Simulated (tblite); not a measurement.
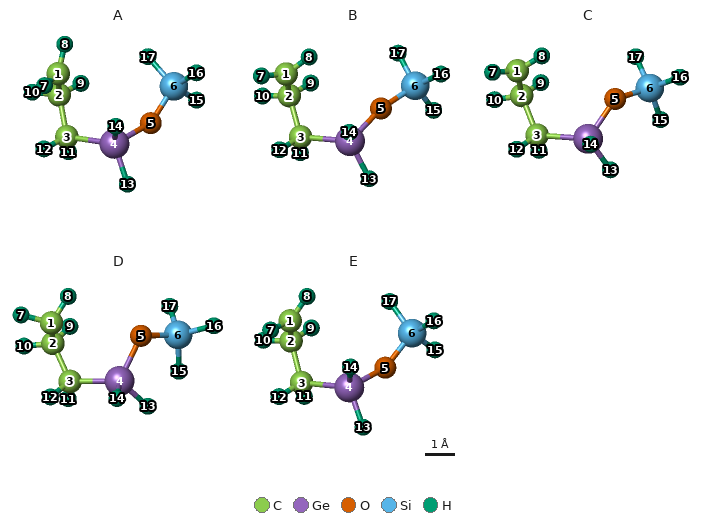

5 geometries from one relaxation of C$_{3}$H$_{11}$GeOSi (multiplicity 2), in shuffled order. The picture is a ball-and-stick view, seen face on.

All numbers below come from GFN2-xTB geometry optimisation, gas phase (tblite 0.8.0). 

Q: Order the frames from highest to lowest energy.

A: D, C, B, E, A. They are steps 0, 16, 42, 75, 145, at +1.510 eV, +0.193 eV, +0.069 eV, +0.028 eV relative to the last. H13 moves most after the best rigid fit: 1.51 Å. By element the largest moves are H 1.51 Å, O 1.49 Å, Ge 0.40 Å, C 0.29 Å, Si 0.25 Å. Near-neighbour distances that change, for instance: O5–Si6 1.733 → 1.618 Å, C3–Ge4 1.908 → 1.986 Å, Ge4–H14 1.577 → 1.511 Å, C1–H7 1.125 → 1.075 Å. Among the angles between lasting bonds that change: Ge4–O5–Si6 108.2° → 150.5°, C2–C1–H7 104.4° → 119.3°, H7–C1–H8 107.4° → 118.3°. Groups turn about Ge4–O5 by about 170°, O5–Si6 by about 165°, C3–Ge4 by about 50°. The energy falls by 1.510 eV in 145 geometry steps. The run took 1.1 s on 1 thread of Arm Neoverse V1, on a shared host.
